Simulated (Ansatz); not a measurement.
**Run report: CH4N2OSi, geometry relaxation (part 2 of 2)**

Continued. System: CH4N2OSi. Method: RKS PBE0-D4/def2-SVP (Ansatz 0.2.0). It belongs to a series of runs on one base structure; here: end point A relaxed.

Geometry of the input (Å):
```
N  0.2117  0.6978  1.4768
Si -0.4867  -0.4213  0.4533
N  0.7250  -0.6320  -0.7007
C  0.0817  -0.1005  -1.5933
O  -1.1042  0.2238  -0.9188
H  0.8850  0.3080  2.0193
H  0.6977  1.3990  0.8801
H  -1.0143  -1.6464  0.9841
H  0.0926  0.1253  -2.6179
```

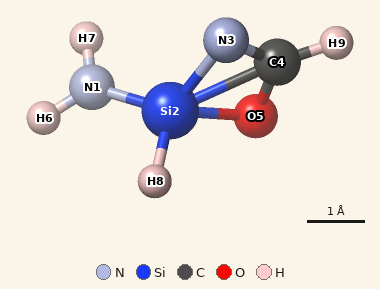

Figure 1. The geometry at step 11 of the log (ball-and-stick view, seen at a tilt; atoms are numbered from 1 in the order of the input).

### Trajectory as extended XYZ, continued
```
9
Properties=species:S:1:pos:R:3:forces:R:3 step=4 energy=-13990.46342
N     0.2289    0.6961    1.5070    0.4417  -0.3191   0.4487
Si   -0.2485   -0.4710    0.3521    0.6220   0.9226   0.1295
N     0.8185   -0.8859   -1.0365   -0.4642  -0.3675   0.1357
C    -0.0357   -0.1935   -1.6859    0.0278   0.5841   0.0950
O    -0.9935    0.4471   -0.9158   -0.1188  -0.6790  -0.5383
H     0.7250    0.3676    2.3388   -0.2686   0.1903  -0.1239
H     0.6404    1.5751    1.1862   -0.1775  -0.3051  -0.0235
H    -0.9716   -1.5836    1.0055   -0.0196  -0.0277  -0.0786
H    -0.0750    0.0018   -2.7685   -0.0428   0.0013  -0.0445
9
Properties=species:S:1:pos:R:3:forces:R:3 step=5 energy=-13990.53388
N     0.2459    0.7006    1.5259    0.3717  -0.1239   0.0890
Si   -0.2348   -0.4405    0.3483    0.2465   0.3080   0.0197
N     0.7982   -0.8972   -1.0497   -0.0744   0.1060   0.1748
C    -0.0365   -0.1854   -1.7026   -0.3852   0.0311   0.0375
O    -1.0397    0.3989   -0.9486    0.2765  -0.2302  -0.2371
H     0.6848    0.3732    2.3884   -0.2390   0.1282  -0.1863
H     0.6870    1.5671    1.2104   -0.1532  -0.2534   0.0762
H    -0.9414   -1.5650    0.9990   -0.0448  -0.0115   0.0077
H    -0.0749    0.0019   -2.7882    0.0019   0.0457   0.0185
9
Properties=species:S:1:pos:R:3:forces:R:3 step=6 energy=-13990.58034
N     0.3166    0.6869    1.5238    0.0996  -0.1480   0.0795
Si   -0.1681   -0.4123    0.3252    0.0041   0.1348   0.1309
N     0.8174   -0.8613   -1.0911    0.0411   0.0817  -0.1093
C    -0.0710   -0.2018   -1.7384   -0.0217  -0.0994   0.1602
O    -1.0398    0.3778   -0.9639   -0.0455   0.0572  -0.2290
H     0.5045    0.3835    2.4745   -0.0790   0.0732  -0.1060
H     0.7769    1.5610    1.2989    0.0331  -0.0052   0.0013
H    -0.8915   -1.5180    0.9828   -0.0196  -0.1058   0.0329
H    -0.1565   -0.0622   -2.8290   -0.0122   0.0115   0.0395
9
Properties=species:S:1:pos:R:3:forces:R:3 step=7 energy=-13990.59509
N     0.3391    0.6966    1.5247    0.2388   0.0390   0.2968
Si   -0.1678   -0.3871    0.3244   -0.0652   0.0520  -0.1730
N     0.8523   -0.7598   -1.0842    0.0874   0.0012   0.0097
C    -0.0919   -0.2033   -1.7464   -0.2066   0.1220  -0.0216
O    -1.1152    0.3076   -1.0062    0.1961  -0.0956   0.2374
H     0.3599    0.4360    2.5106   -0.1094   0.0812  -0.3335
H     0.9579    1.4827    1.3322   -0.1803  -0.1804  -0.0140
H    -0.8565   -1.5306    0.9652   -0.0195   0.0356   0.0459
H    -0.1893   -0.0885   -2.8375    0.0587  -0.0549  -0.0477
9
Properties=species:S:1:pos:R:3:forces:R:3 step=8 energy=-13990.59387 accepted=F
N     0.3687    0.6722    1.5286    0.0414  -0.1036   0.1019
Si   -0.1394   -0.3864    0.3130    0.1264   0.1723  -0.0046
N     0.8807   -0.7264   -1.1079   -0.2522   0.1214  -0.0834
C    -0.0886   -0.1765   -1.7529   -0.0354  -0.4775  -0.0577
O    -1.0875    0.3336   -0.9864   -0.0456  -0.0030  -0.0338
H     0.2812    0.4398    2.5102   -0.0240   0.0704  -0.0285
H     0.9697    1.4681    1.3585    0.0186   0.0407   0.0054
H    -0.8479   -1.5102    0.9691    0.0163  -0.0259  -0.0848
H    -0.2485   -0.1606   -2.8494    0.1545   0.2052   0.1854
9
Properties=species:S:1:pos:R:3:forces:R:3 step=9 energy=-13990.59195 accepted=F
N     0.3584    0.6852    1.5278   -0.1537  -0.1816  -1.0019
Si   -0.1550   -0.3881    0.3225   -0.0279   0.0162  -0.0099
N     0.8623   -0.7510   -1.0918   -0.0730   0.0161  -0.0461
C    -0.0964   -0.2036   -1.7460   -0.0319   0.1323   0.0563
O    -1.1097    0.3065   -0.9907    0.1038  -0.0836   0.0457
H     0.3227    0.4522    2.4897   -0.1119  -0.2298   1.0533
H     0.9609    1.4646    1.3376    0.2569   0.3720  -0.0986
H    -0.8534   -1.5224    0.9712    0.0102   0.0179   0.0088
H    -0.2011   -0.0897   -2.8373    0.0275  -0.0595  -0.0076
9
Properties=species:S:1:pos:R:3:forces:R:3 step=10 energy=-13990.60452
N     0.3545    0.6865    1.5237    0.0538  -0.0818   0.0453
Si   -0.1601   -0.3891    0.3217   -0.0095   0.0025  -0.0310
N     0.8559   -0.7581   -1.0907    0.0223   0.0169  -0.0416
C    -0.0943   -0.2001   -1.7466   -0.0524   0.0230   0.0135
O    -1.1083    0.3086   -0.9941    0.0424  -0.0077   0.0703
H     0.3387    0.4416    2.5067   -0.0709   0.0345  -0.0535
H     0.9534    1.4804    1.3318   -0.0067   0.0151  -0.0187
H    -0.8565   -1.5246    0.9693   -0.0011   0.0187   0.0212
H    -0.1949   -0.0915   -2.8388    0.0222  -0.0213  -0.0055
9
Properties=species:S:1:pos:R:3:forces:R:3 step=11 energy=-13990.61396
N     0.3961    0.6606    1.5216    0.0304  -0.0805   0.0833
Si   -0.1405   -0.4006    0.3183   -0.0143   0.0313   0.0283
N     0.8586   -0.7532   -1.1093    0.0314   0.0071   0.0277
C    -0.1036   -0.1957   -1.7487   -0.0496   0.0358   0.0253
O    -1.1081    0.3057   -0.9812    0.0351  -0.0450  -0.0008
H     0.2524    0.4919    2.5109   -0.0259   0.0222  -0.1133
H     0.9852    1.4636    1.3391    0.0000   0.0067  -0.0142
H    -0.8393   -1.5324    0.9714    0.0012   0.0233  -0.0044
H    -0.2125   -0.0863   -2.8391   -0.0083  -0.0008  -0.0319
9
Properties=species:S:1:pos:R:3:forces:R:3 step=12 energy=-13990.61576
N     0.4595    0.6230    1.5305    0.0148  -0.0146  -0.1009
Si   -0.1180   -0.4132    0.3269   -0.0371   0.0614  -0.1629
N     0.8841   -0.6971   -1.1082    0.0184  -0.0144  -0.0088
C    -0.1130   -0.1865   -1.7392    0.0050  -0.0490   0.0848
O    -1.1338    0.2516   -0.9683   -0.0362   0.0934   0.0410
H     0.1546    0.5745    2.4906   -0.0650   0.0031   0.1471
H     1.0496    1.4254    1.3426   -0.0081  -0.0610  -0.0238
H    -0.8566   -1.5408    0.9350    0.0768  -0.0292   0.1207
H    -0.2380   -0.0833   -2.8270    0.0315   0.0104  -0.0972
9
Properties=species:S:1:pos:R:3:forces:R:3 step=13 energy=-13990.61877
N     0.4264    0.6407    1.5236   -0.0076  -0.0413   0.1335
Si   -0.1323   -0.4042    0.3191    0.0007   0.0047  -0.0095
N     0.8682   -0.7293   -1.1116   -0.0378   0.0066  -0.0045
C    -0.1104   -0.1920   -1.7473    0.0339   0.0260   0.0329
O    -1.1197    0.2883   -0.9776    0.0056  -0.0386   0.0114
H     0.1953    0.5301    2.5048    0.0019   0.0218  -0.1277
H     1.0190    1.4411    1.3422    0.0074   0.0058  -0.0113
H    -0.8344   -1.5363    0.9676    0.0041   0.0179  -0.0024
H    -0.2235   -0.0847   -2.8378   -0.0083  -0.0029  -0.0223
9
Properties=species:S:1:pos:R:3:forces:R:3 step=14 energy=-13990.62112
N     0.4486    0.6231    1.5280    0.0101  -0.0063  -0.0198
Si   -0.1252   -0.4105    0.3205   -0.0102   0.0309   0.0141
N     0.8728   -0.7127   -1.1122    0.0511  -0.0184  -0.0156
C    -0.1139   -0.1863   -1.7439   -0.0284   0.0187  -0.0154
O    -1.1299    0.2709   -0.9713   -0.0010  -0.0015   0.0001
H     0.1475    0.5686    2.4922   -0.0073   0.0072  -0.0037
H     1.0469    1.4181    1.3398   -0.0001  -0.0022   0.0066
H    -0.8283   -1.5406    0.9648   -0.0167  -0.0303   0.0205
H    -0.2300   -0.0767   -2.8350    0.0027   0.0017   0.0131
9
Properties=species:S:1:pos:R:3:forces:R:3 step=15 energy=-13990.62031 accepted=F
N     0.4493    0.6247    1.5238   -0.0603  -0.1017   0.0372
Si   -0.1283   -0.4115    0.3229    0.0664  -0.0097  -0.0973
N     0.8774   -0.6975   -1.1115   -0.0052  -0.0322   0.0483
C    -0.1173   -0.1841   -1.7414    0.0201   0.0259  -0.0553
O    -1.1388    0.2588   -0.9698   -0.0459  -0.0061   0.0202
H     0.1238    0.5915    2.4791   -0.0332  -0.0053   0.0930
H     1.0763    1.3959    1.3479    0.0806   0.1125  -0.0711
H    -0.8220   -1.5511    0.9644   -0.0157   0.0120   0.0156
H    -0.2321   -0.0731   -2.8325   -0.0067   0.0045   0.0093
9
Properties=species:S:1:pos:R:3:forces:R:3 step=16 energy=-13990.62121
N     0.4531    0.6210    1.5269    0.0092   0.0052  -0.0092
Si   -0.1240   -0.4123    0.3210   -0.0387  -0.0551   0.0136
N     0.8727   -0.7134   -1.1138    0.0257   0.0176  -0.0003
C    -0.1159   -0.1869   -1.7433   -0.0004   0.0261   0.0059
O    -1.1353    0.2609   -0.9703    0.0143   0.0172   0.0083
H     0.1345    0.5810    2.4864   -0.0035   0.0010  -0.0071
H     1.0572    1.4119    1.3401    0.0000   0.0009  -0.0035
H    -0.8262   -1.5441    0.9685    0.0018   0.0053   0.0080
H    -0.2275   -0.0643   -2.8328   -0.0083  -0.0184  -0.0156
9
Properties=species:S:1:pos:R:3:forces:R:3 step=17 energy=-13990.62130
N     0.4584    0.6154    1.5269   -0.0193   0.0299   0.1227
Si   -0.1233   -0.4156    0.3219    0.0042  -0.0038  -0.0165
N     0.8777   -0.7014   -1.1135   -0.0089  -0.0150   0.0048
C    -0.1163   -0.1829   -1.7417    0.0066   0.0114  -0.0028
O    -1.1367    0.2593   -0.9677   -0.0053  -0.0085   0.0041
H     0.1182    0.5939    2.4822    0.0431   0.0059  -0.1052
H     1.0690    1.4022    1.3394   -0.0260  -0.0295  -0.0019
H    -0.8256   -1.5487    0.9673    0.0040   0.0060  -0.0031
H    -0.2329   -0.0685   -2.8319    0.0016   0.0035  -0.0023
9
Properties=species:S:1:pos:R:3:forces:R:3 step=18 energy=-13990.62155
N     0.4577    0.6154    1.5267   -0.0001   0.0054   0.0048
Si   -0.1240   -0.4167    0.3222   -0.0035  -0.0075   0.0003
N     0.8757   -0.7067   -1.1130    0.0002  -0.0007  -0.0038
C    -0.1153   -0.1826   -1.7414    0.0016  -0.0005   0.0062
O    -1.1354    0.2607   -0.9672   -0.0010   0.0004  -0.0001
H     0.1240    0.5914    2.4815    0.0011   0.0008   0.0021
H     1.0620    1.4053    1.3360   -0.0011  -0.0024  -0.0041
H    -0.8263   -1.5485    0.9695    0.0017   0.0030  -0.0026
H    -0.2300   -0.0645   -2.8314    0.0010   0.0016  -0.0027
```

### Summary

- outcome: converged
- total energy: −13990.6216 eV
- mean-field energy: −13990.4640 eV
- largest force (length of the vector) at the end: 0.008 eV/Å
- wall time: 35 s (CPU time 64 s)
- peak memory: 0.21 GiB
